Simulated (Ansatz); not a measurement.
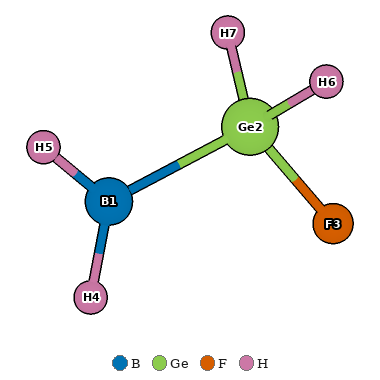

The system is BFGeH₄ (SMILES [BH2][GeH2][F]) with the probe K+; the picture shows it without the atoms that are moved over the map. 
- The probe is moved over the plane through the molecule's long axis and the normal of its main plane.
- The first coordinate is: x of the probe's K atom; the second: z of the probe's K atom.
- Nothing is relaxed (molecule and probe rigid).
- The scan uses a 19 × 15 grid; 167 points were computed and 57 follow by symmetry. At 61 points there is no value (left out of the scan, as a rule where atoms come close).
- Energies: kcal/mol, counted from the lowest grid point.
- Energies and slopes of some neighbouring points disagree (a jump in structure or state, or too coarse a mesh).
- Computed with Ansatz, RKS PBE-D4/def2-TZVP.

Range: x of the probe's K atom from −6.57 to 6.57 Å; z of the probe's K atom from −5.11 to 5.11 Å.

### What landscape does the calculation give?

The lowest grid point is at x of the probe's K atom = −3.65 Å, z of the probe's K atom = −1.46 Å [nearest 1 F at 2.63 Å]. The highest grid point, x of the probe's K atom = 4.38 Å, z of the probe's K atom = 0.73 Å [nearest 1 H at 1.88 Å], lies 30.8 kcal/mol above the lowest.

| z of the probe's K atom ↓, x of the probe's K atom → | −6.57 | −5.11 | −3.65 | −2.19 | −0.73 | 0.73 | 2.19 | 3.65 | 5.11 | 6.57 |
| --- | --- | --- | --- | --- | --- | --- | --- | --- | --- | --- |
| 5.11 | 15.5 | 15.0 | 14.4 | 14.3 | 15.2 | 16.8 | 18.3 | 18.9 | 18.9 | 18.8 |
| 4.38 | 15.1 | 14.1 | 12.8 | 12.0 | 13.0 | 15.6 | 17.7 | 18.6 | 18.9 | 18.9 |
| 3.65 | 14.5 | 12.8 | 10.2 | 8.4 | 12.7 | 16.6 | 17.1 | 17.8 | 18.5 | 18.8 |
| 2.92 | 13.8 | 11.2 | 6.5 | 6.0 | 15.9 | 21.5 | 20.5 | 17.1 | 17.6 | 18.6 |
| 2.19 | 13.2 | 9.3 | 3.0 | 8.7 | – | – | – | 20.1 | 16.3 | 18.3 |
| 1.46 | 12.6 | 7.3 | 0.0 | – | – | – | – | – | 15.6 | 17.8 |
| 0.73 | 12.1 | 5.9 | 1.7 | – | – | – | – | – | 16.2 | 17.5 |
| 0.00 | 12.0 | 5.3 | 5.2 | – | – | – | – | – | 16.4 | 17.3 |
| −0.73 | 12.1 | 5.9 | 1.7 | – | – | – | – | – | 16.2 | 17.5 |
| −1.46 | 12.6 | 7.3 | 0.0 | – | – | – | – | – | 15.6 | 17.8 |
| −2.19 | 13.2 | 9.3 | 3.0 | 8.7 | – | – | – | 20.1 | 16.3 | 18.3 |
| −2.92 | 13.8 | 11.2 | 6.5 | 6.0 | 15.9 | 21.5 | 20.5 | 17.1 | 17.6 | 18.6 |
| −3.65 | 14.5 | 12.8 | 10.2 | 8.4 | 12.7 | 16.6 | 17.1 | 17.8 | 18.5 | 18.8 |
| −4.38 | 15.1 | 14.1 | 12.8 | 12.0 | 13.0 | 15.6 | 17.7 | 18.6 | 18.9 | 18.9 |
| −5.11 | 15.5 | 15.0 | 14.4 | 14.3 | 15.2 | 16.8 | 18.3 | 18.9 | 18.9 | 18.8 |

The table holds every second grid line.

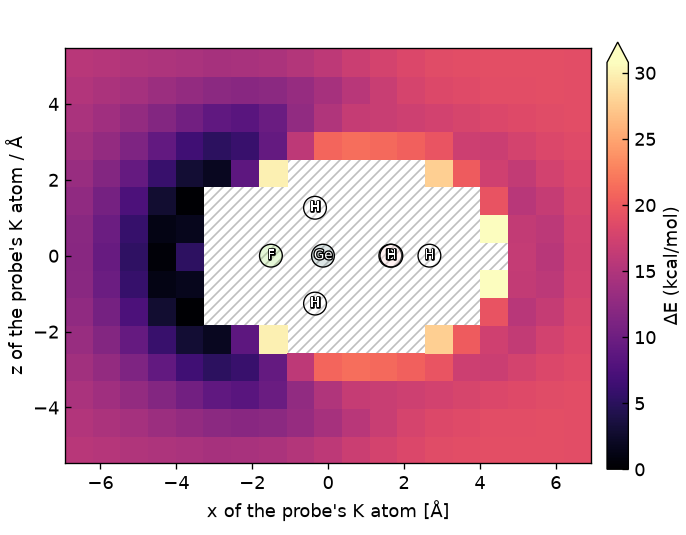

In the figure: one coloured cell a grid point, labelled circles for the molecule's atoms, projected on the plane, one colour for all values above the top of the scale, hatched blanks where no value was computed.

Each point was launched as `ansatz run input.yaml --threads 1 --pin off --max-ram 2560MiB --backend cpu --events-out ev --progress --plain --runs-dir out`. The whole map (167 points run) took 18 min on 1 thread of Arm Neoverse V2, on a shared host.
